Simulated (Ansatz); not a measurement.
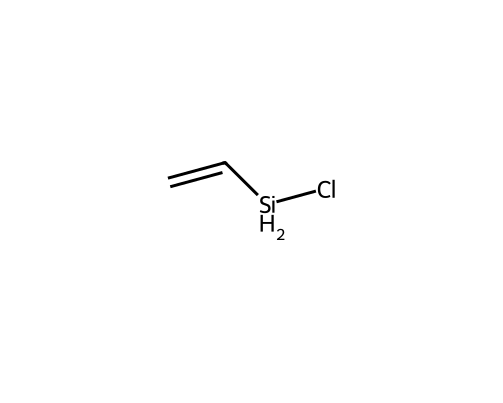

Skeletal drawing of a molecule.

**Write the SMILES.**

C=C[SiH2]Cl

**What is the molecular formula?**

C2H5ClSi.

**An optimisation with PBE0-D4/def2-TZVP gave a structure of which point group?**

C1. Other conformers may differ.

The parts below concern this one geometry. Atoms keep their numbers from picture to picture. The computed structure is the end point of a PBE0-D4/def2-TZVP optimisation.

## Geometry

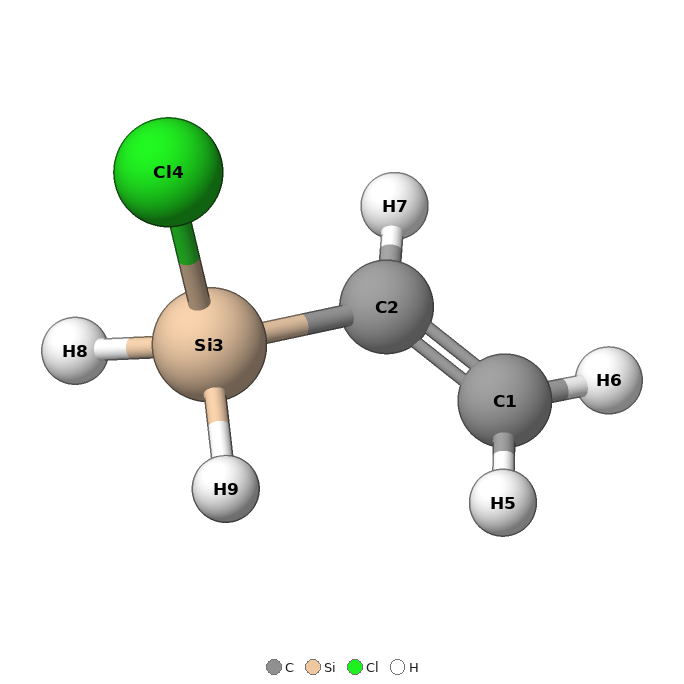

The atoms are numbered.

Give these bond angles: C2–C1–H5, C2–C1–H6, C1–C2–Si3, C1–C2–H7, Si3–C2–H7, C2–Si3–Cl4, C2–Si3–H8, C2–Si3–H9, Cl4–Si3–H8, Cl4–Si3–H9.

```json
{"angle": "C2–C1–H5", "degrees": "121.7"}
{"angle": "C2–C1–H6", "degrees": "122.2"}
{"angle": "C1–C2–Si3", "degrees": "121.7"}
{"angle": "C1–C2–H7", "degrees": "118.8"}
{"angle": "Si3–C2–H7", "degrees": "119.5"}
{"angle": "C2–Si3–Cl4", "degrees": "110.3"}
{"angle": "C2–Si3–H8", "degrees": "111.9"}
{"angle": "C2–Si3–H9", "degrees": "109.2"}
{"angle": "Cl4–Si3–H8", "degrees": "106.4"}
{"angle": "Cl4–Si3–H9", "degrees": "108.3"}
```

## Levels of theory compared

Program: Ansatz 0.2.0.

Compare dipole (D), HOMO–LUMO gap (eV), HOMO energy (eV) at these levels: B3LYP-D4/def2-TZVPP; PBE-D4/def2-TZVPP; r2SCAN-D4/def2-TZVPP; ωB97M-V/def2-TZVPP.

```json
{"level": "B3LYP-D4/def2-TZVPP", "dipole (D)": "1.92", "HOMO–LUMO gap (eV)": "6.99", "HOMO energy (eV)": "−8.13"}
{"level": "PBE-D4/def2-TZVPP", "dipole (D)": "1.86", "HOMO–LUMO gap (eV)": "5.30", "HOMO energy (eV)": "−7.22"}
{"level": "r2SCAN-D4/def2-TZVPP", "dipole (D)": "1.93", "HOMO–LUMO gap (eV)": "5.75", "HOMO energy (eV)": "−7.46"}
{"level": "ωB97M-V/def2-TZVPP", "dipole (D)": "1.94", "HOMO–LUMO gap (eV)": "11.77", "HOMO energy (eV)": "−10.61"}
```

## Thermal motion

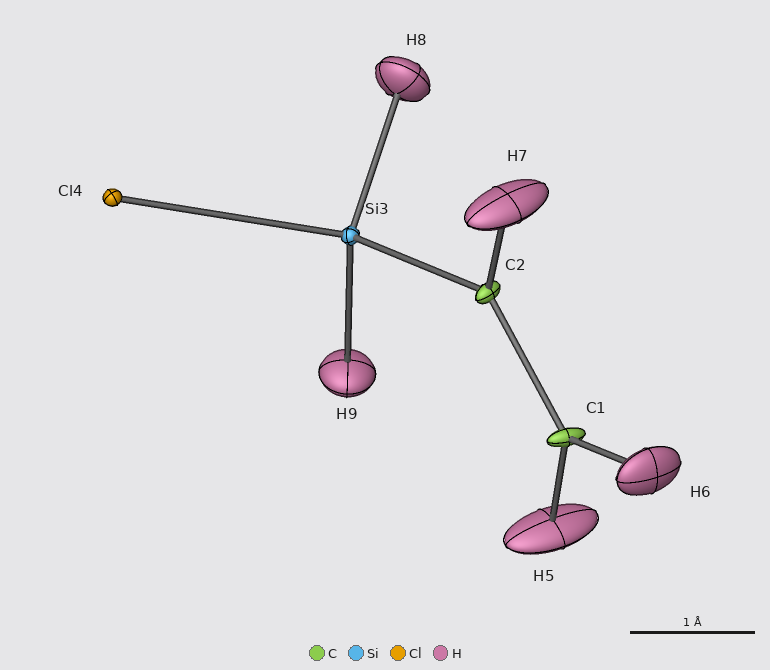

Displacement ellipsoids at the 50 % level, from the internal vibrations of the free molecule (harmonic, no overall translation or rotation; no half-axis is drawn under 0.075 Å). Vibrations computed with RKS PBE0-D4/def2-TZVP (Ansatz 0.2.0). Temperature: 100 K.

**Which atom moves most?**

H5, with U_eq = 0.0334 Å².

**Does H5 move more along its bond or across it?**

Across it: the root-mean-square amplitude is 0.076 Å along the bond and up to 0.273 Å across, since bending and torsion are softer than stretching.

Give the displacement parameters, one line for each set of equivalent atoms.

| atom | U_eq (Å²) | rms amplitudes (Å) |
| --- | --- | --- |
| C1 | 0.0047 | 0.027, 0.046, 0.106 |
| C2 | 0.0033 | 0.040, 0.045, 0.080 |
| Si3 | 0.0014 | 0.025, 0.027, 0.052 |
| Cl4 | 0.0010 | 0.016, 0.022, 0.048 |
| H5 | 0.0334 | 0.075, 0.141, 0.273 |
| H6 | 0.0207 | 0.085, 0.130, 0.195 |
| H7 | 0.0291 | 0.081, 0.129, 0.254 |
| H8 | 0.0186 | 0.097, 0.151, 0.154 |
| H9 | 0.0195 | 0.089, 0.148, 0.169 |

## Charges

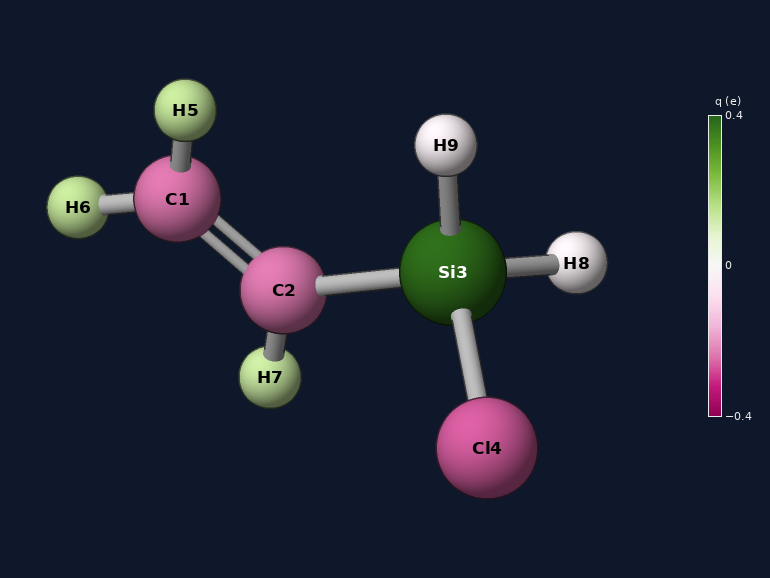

Atoms are coloured by their Mulliken charges. Level of theory: RKS PBE0-D4/def2-TZVP (Ansatz 0.2.0).

**Which atom carries the highest charge (most positive or least negative)?**

Si3 (0.38 e).

**And the lowest?**

Cl4 (−0.26 e).

Give the Mulliken charges atom by atom.

| atom | value (e) |
| --- | --- |
| C1 | −0.24 |
| C2 | −0.24 |
| Si3 | 0.38 |
| Cl4 | −0.26 |
| H5 | 0.14 |
| H6 | 0.13 |
| H7 | 0.13 |
| H8 | −0.02 |
| H9 | −0.02 |

Mulliken values depend strongly on the basis set and can even reverse the polarity of a bond.
